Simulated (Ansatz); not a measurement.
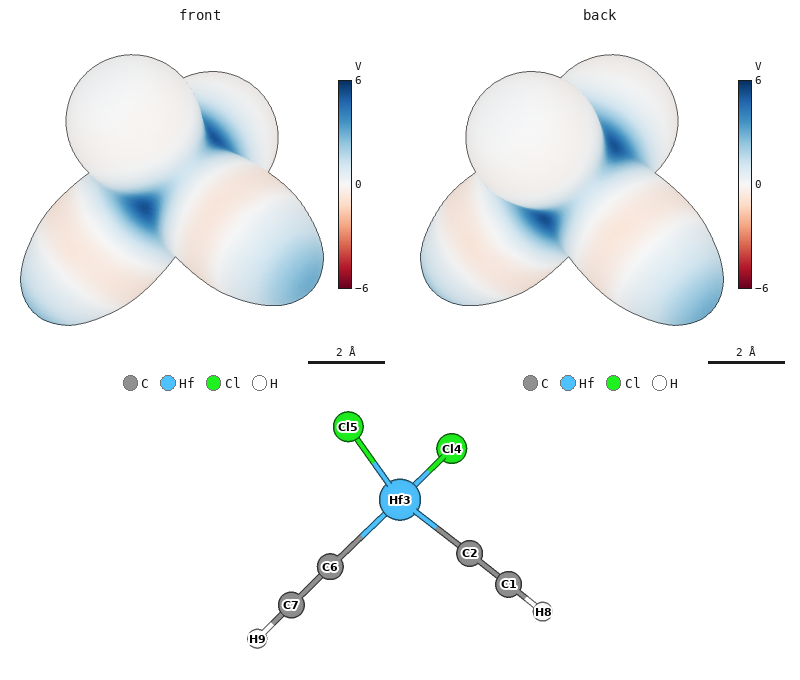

The picture shows: C$_{4}$H$_{2}$Cl$_{2}$Hf (SMILES C#[C][Hf]([Cl])([Cl])[C]#C). The molecular electrostatic potential painted on the density surface at 0.004 e/bohr³, seen from the front and from behind; the colour scale runs from red (negative) to blue (positive). The bare structure is drawn below in the same view.

Geometry: PBE0-D4/def2-TZVP; core potentials replace the inner electrons of Hf.

Theory: Ansatz 0.2.0, RKS PBE0-D4/def2-TZVPP.

```
atom    x (Å)    y (Å)    z (Å)
   C   1.0144  -2.6857   0.3096
   C   0.6355  -1.6347  -0.1685
  Hf  -0.0421   0.2400  -0.9917
  Cl  -1.8939  -0.1434  -2.3448
  Cl   1.7008   1.2344  -2.1665
   C  -0.6143   1.5193   0.6476
   C  -0.9336   2.2284   1.5815
   H   1.3471  -3.6087   0.7305
   H  -1.2139   2.8506   2.4024
```

Q: Where is the surface potential most negative and most positive?

A: The most negative region (about −0.6 V) lies over C1, C2, C6 and C7, the most positive (about +5.0 V) over Hf3.
